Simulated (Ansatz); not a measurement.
# AlBrF₂H₂: search for a transition state

Is there a first-order saddle for this four-centre ligand exchange, which should form Al1–H6, Br2–H5 and break Al1–Br2, H5–H6, and which two structures does it connect?

The runs use Ansatz 0.2.0, Gaussian basis; PBE0-D4, def2-SVP first, then def2-TZVP.

152 further runs of the same task are left out: 152 set aside as unsound or not needed.

## (1) Starting geometry

The guess: 6 atoms, charge 0, spin multiplicity 1.

Atoms are counted from 1 here; the program's logs count them from 0.

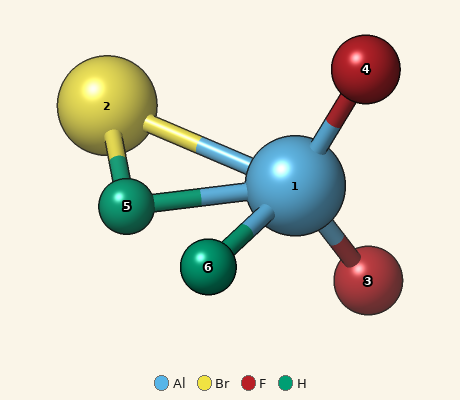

The starting geometry (aluminium blue, bromine yellow, fluorine red, hydrogen teal); atoms are numbered from 1 in the order of the file.

Geometry (Å):

```mol
AlBrF2H2
  3D, bonds by distance, orders not assigned

  6  6  0  0  0  0  0  0  0  0999 V2000
   -0.4306   -0.2805    0.1148 Al  0  0
    1.9626   -0.2635   -0.0152 Br  0  0
   -1.0121   -1.2767   -1.0484 F   0  0
   -0.8780   -0.3668    1.6879 F   0  0
    0.8243    0.9288   -0.3509 H   0  0
   -0.4662    1.2587   -0.3882 H   0  0
  1  2  8  0
  1  3  8  0
  1  4  8  0
  1  5  8  0
  1  6  8  0
  2  5  8  0
M  END
```

Distances that are to change: Al1–H6 1.62 Å, Br2–H5 1.68 Å, Al1–Br2 2.40 Å, H5–H6 1.33 Å.

## (2) Relaxing the guess with the reacting distances held

The input, hold/in.yaml:

```yaml
crystal:
  periodic: [false, false, false]
  atoms:
    - {symbol: Al, position_ang: [-0.430600, -0.280500, 0.114800]}
    - {symbol: Br, position_ang: [1.962600, -0.263500, -0.015200]}
    - {symbol: F, position_ang: [-1.012100, -1.276700, -1.048400]}
    - {symbol: F, position_ang: [-0.878000, -0.366800, 1.687900]}
    - {symbol: H, position_ang: [0.824300, 0.928800, -0.350900]}
    - {symbol: H, position_ang: [-0.466200, 1.258700, -0.388200]}
basis:
  gaussian: {orbitals: def2-SVP}
hamiltonian: {xc: pbe0, dispersion: d4}
relax: {f_tol: 0.04, max_steps: 150, escape_saddle: false, constraints: [{distance: [0, 5]}, {distance: [1, 4]}, {distance: [0, 1]}, {distance: [4, 5]}]}
```

On the command line:

```console
$ ansatz run in.yaml --threads 4 --pin off --events-out ev --progress --plain --max-ram 9574MiB
```

Further steps of the session: Force constants to start from; Saddle search in the small basis; Saddle search in triple zeta; Vibrations at the point found; Relaxing after a step of 0.30 Å one way along the mode; Relaxing after a step of 0.30 Å the other way along the mode.

What does the calculation give? Wanted: imaginary mode; barrier from the start side; barrier from the end side; energy of the step; pairs that change; zero-point energy at the saddle.

**Answer**, as computed:

| quantity | value |
| --- | --- |
| imaginary mode | 572i cm⁻¹ |
| barrier from the start side | 138.0 kJ/mol |
| barrier from the end side | 26.1 kJ/mol |
| energy of the step | +111.8 kJ/mol |
| pairs that change | Al1–H6 formed, Br2–H5 formed, Al1–Br2 loosened, H5–H6 broken |
| zero-point energy at the saddle | 0.512 eV |

The point has a single imaginary mode (572i cm⁻¹), as a transition state must. The two relaxations end on the structures that were planned. A bond meant to break is only loosened at the end: the products stay bound as an adduct. At PBE0-D4/def2-TZVP the electronic barrier is 138.0 kJ/mol, about 56 kT at 298 K, and the step runs 111.8 kJ/mol uphill. A step off the saddle overshot and began above it in energy, so the link to its end is likely but not proven.
